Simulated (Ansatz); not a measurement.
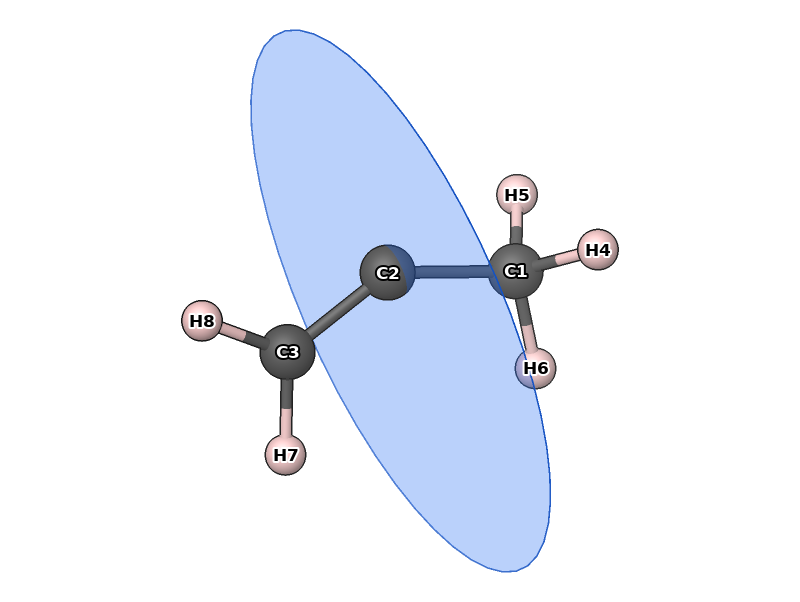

A disc through the centre of mass is drawn in. Distant atoms are faded towards the background colour. Charge 0, doublet. The computed structure is the end point of a PBE0-D4/def2-TZVP optimisation. No frequency run is at hand to confirm it as a minimum.

Is the plane of the disc a mirror plane of the structure?

No. The point group is Cs, with 1 mirror plane, and this plane isn't one of its mirror planes.
